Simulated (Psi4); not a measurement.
**CH7BSi2 (SMILES CB1[SiH2][SiH2]1): DSD-PBEP86/6-31G(d) (density fitting for correlation, spherical functions)**

Aim: the vertical singlet–triplet gap of CH7BSi2 at DSD-PBEP86/6-31G* (density fitting for correlation, spherical functions), from 2 runs. The job is set up through a Python script.

The calculation is run with Psi4 1.11.

1 further run of the same task is left out (set aside as unsound or not needed). Runs told in other sessions of the task aren't counted.

## Step 1: The system as given

CH7BSi2: 11 atoms, total charge 0, spin state singlet. As SMILES, `CB1[SiH2][SiH2]1`. The shape is that of a PBE0-D4/def2-TZVP optimisation.

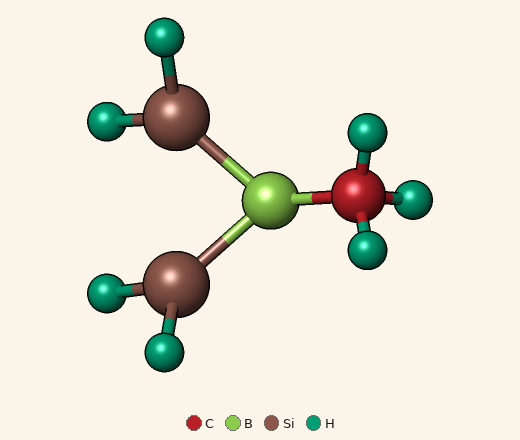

Viewed from a chosen angle; carbon red, boron green, silicon brown, hydrogen teal.

## Step 2: A single-point energy at DSD-PBEP86/6-31G(d) (density fitting for correlation, spherical functions)

File run.py:

```python
import psi4

psi4.set_memory(2200000000)
psi4.set_num_threads(1)
psi4.set_output_file('ch7bsi2.out', False)

m = psi4.geometry("""
C     -0.263900     1.793500     0.099500
B     -0.450600     0.243000    -0.016600
Si     0.018800    -1.148600     1.199400
Si     0.210300    -0.982900    -1.318800
H      0.165600     2.121800     1.048800
H     -1.271300     2.229100     0.051100
H      0.301000     2.238000    -0.723000
H     -0.479200    -2.541300     1.107000
H      0.876900    -0.975400     2.403900
H      1.239000    -0.662800    -2.346600
H     -0.281200    -2.371200    -1.484200
symmetry c1
""")

options = {'puream': True, 'e_convergence': 1e-09, 'd_convergence': 1e-08, 'scf_type': 'pk', 'dft_radial_points': 99, 'dft_spherical_points': 590, 'num_frozen_docc': 12}
psi4.set_options(options)

e_tot, wfn = psi4.energy("dsd-pbep86/6-31G*", molecule=m, return_wfn=True)
print(f'total energy {e_tot:.8f} hartree = {e_tot * 27.211386:.5f} eV')
```

Run with:

```console
python run.py
```

ch7bsi2.out:

```text
[...]
  Running in c1 symmetry.
[...]
  Nuclear repulsion =  181.476428428229070
[...]
  Multiplicity = 1
[...]
  Nalpha       = 23
  Nbeta        = 23
[...]
    Number of basis functions: 78
[...]
   @RKS iter   1:  -644.92448034442191   -5.53521e-01   5.32865e-03 DIIS/ADIIS
[...]
   @RKS iter  11:  -645.04463314236909   -1.69393e-11   8.41933e-09 DIIS
[...]
    Orbital Energies [Eh]
    ---------------------
    Doubly Occupied:
       1A    -67.825578     2A    -67.825561     3A    -10.833934
       4A     -7.295540     5A     -5.830631     6A     -5.830582
       7A     -4.020783     8A     -4.020611     9A     -4.018818
      10A     -4.018768    11A     -4.017744    12A     -4.017674
      13A     -0.867764    14A     -0.723432    15A     -0.610307
      16A     -0.540763    17A     -0.507358    18A     -0.501496
      19A     -0.472273    20A     -0.427723    21A     -0.426991
      22A     -0.325944    23A     -0.276665
[...]
  @RKS Final Energy:  -645.04463314236909
   => Energetics <=
    Nuclear Repulsion Energy =            181.4764284282290703
    One-Electron Energy =               -1251.6731418269118876
    Two-Electron Energy =                 440.4713425406655460
    DFT Exchange-Correlation Energy =     -15.3192622843519377
    Empirical Dispersion Energy =           0.0000000000000000
    VV10 Nonlocal Energy =                  0.0000000000000000
    Total Energy =                       -645.0446331423690935
[...]
 Multipole Moments:
 ------------------------------------------------------------------------------------
     Multipole            Electronic (a.u.)      Nuclear  (a.u.)        Total (a.u.)
 ------------------------------------------------------------------------------------
 L = 1.  Multiply by 2.5417464519 to convert [e a0] to [Debye]
 Dipole X            :         -1.0525376            1.0274886           -0.0250490
 Dipole Y            :         -1.9886152            2.0835424            0.0949272
 Dipole Z            :         -0.2120967            0.2159402            0.0038435
 Magnitude           :                                                    0.0982517
[...]
```

The script printed:

```text
total energy -645.25020372 hartree = -17558.15236 eV
```

It took 11 s on 1 thread of Intel Xeon 6975P-C (Granite Rapids), shared host; peak memory 1.4 GiB.

## Step 3: The triplet at the same level

File run.py:

```python
import psi4

psi4.set_memory('2200 MB')
psi4.set_num_threads(1)
psi4.set_output_file('psi4.out', False)

mol = psi4.geometry("""
0 3
C     -0.263900     1.793500     0.099500
B     -0.450600     0.243000    -0.016600
Si     0.018800    -1.148600     1.199400
Si     0.210300    -0.982900    -1.318800
H      0.165600     2.121800     1.048800
H     -1.271300     2.229100     0.051100
H      0.301000     2.238000    -0.723000
H     -0.479200    -2.541300     1.107000
H      0.876900    -0.975400     2.403900
H      1.239000    -0.662800    -2.346600
H     -0.281200    -2.371200    -1.484200
symmetry c1
no_reorient
no_com
""")

psi4.set_options({
    'basis': '6-31G*',
    'reference': 'uks',
    'puream': True,
    'e_convergence': 1e-09,
    'd_convergence': 1e-08,
    'scf_type': 'pk',
    'dft_radial_points': 99,
    'dft_spherical_points': 590,
    'num_frozen_docc': 12,
    'maxiter': 100,
})

E, wfn = psi4.energy("DSD-PBEP86", return_wfn=True)
print(f'DSD-PBEP86 energy: {E:.10f} Eh')
```

Run with:

```console
python run.py
```

psi4.out:

```text
[...]
  Running in c1 symmetry.
[...]
  Nuclear repulsion =  181.476428428229070
[...]
  Multiplicity = 3
[...]
  Nalpha       = 24
  Nbeta        = 22
[...]
    Number of basis functions: 78
[...]
   @UKS iter   1:  -644.81019329298545   -4.39234e-01   5.65094e-03 DIIS/ADIIS
[...]
   @UKS iter  18:  -644.94701033324759   -9.83391e-11   9.68141e-09 DIIS
[...]
   @S^2 Observed:                2.017901925E+00
[...]
    Orbital Energies [Eh]
    ---------------------
    Alpha Occupied:
       1A    -67.845277     2A    -67.845200     3A    -10.815532
       4A     -7.252246     5A     -5.849261     6A     -5.849175
       7A     -4.043710     8A     -4.043580     9A     -4.036285
      10A     -4.036172    11A     -4.034591    12A     -4.034465
      13A     -0.848726    14A     -0.747043    15A     -0.627986
      16A     -0.550093    17A     -0.493061    18A     -0.490746
      19A     -0.479009    20A     -0.438103    21A     -0.418584
      22A     -0.331249    23A     -0.330444    24A     -0.180302
    Alpha Virtual:
      25A      0.000311    26A      0.089038    27A      0.122806
[...]
  @UKS Final Energy:  -644.94701033324759
   => Energetics <=
    Nuclear Repulsion Energy =            181.4764284282290703
    One-Electron Energy =               -1251.4300190862677482
    Two-Electron Energy =                 440.3362043849840006
    DFT Exchange-Correlation Energy =     -15.3296240601930460
    Empirical Dispersion Energy =           0.0000000000000000
    VV10 Nonlocal Energy =                  0.0000000000000000
    Total Energy =                       -644.9470103332475901
  UHF NO Occupations:
  HONO-2 :   22  A 1.9948473
  HONO-1 :   23  A 1.0000000
[...]
 Multipole Moments:
 ------------------------------------------------------------------------------------
     Multipole            Electronic (a.u.)      Nuclear  (a.u.)        Total (a.u.)
 ------------------------------------------------------------------------------------
 L = 1.  Multiply by 2.5417464519 to convert [e a0] to [Debye]
 Dipole X            :          0.2931728           -0.1477766            0.1453962
 Dipole Y            :         33.3107059          -33.6877697           -0.3770638
 Dipole Z            :          2.0647143           -2.0798326           -0.0151183
 Magnitude           :                                                    0.4044079
[...]
```

On the terminal:

```text
DSD-PBEP86 energy: -645.1400883116 Eh
```

It took 22 s on 1 thread of Intel Xeon 6975P-C (Granite Rapids), shared host; peak memory 1.4 GiB.

## Step 4: Summary of results

At DSD-PBEP86/6-31G* (density fitting for correlation, spherical functions), 12 core orbitals frozen:

| quantity | value |
| --- | --- |
| singlet: total energy | -645.25020 Eh |
| singlet: HOMO energy (SCF part's orbitals) | -7.53 eV |
| singlet: LUMO energy (SCF part's orbitals) | 0.75 eV |
| singlet: HOMO–LUMO gap (SCF part's orbitals) | 8.28 eV |
| triplet: total energy | -645.14009 Eh |
| triplet: HOMO energy (SCF part's orbitals) (highest over α and β) | -4.91 eV |
| triplet: LUMO energy (SCF part's orbitals) (lowest over α and β) | -2.11 eV |
| triplet: ⟨S²⟩ | 2.018 |
| vertical energy of the triplet above the singlet | 2.996 eV |

At this shape the triplet lies 3.00 eV (289 kJ/mol) above the singlet. With no_com the log's rotational constants are taken about the origin, not the centre of mass, so they aren't the molecule's.
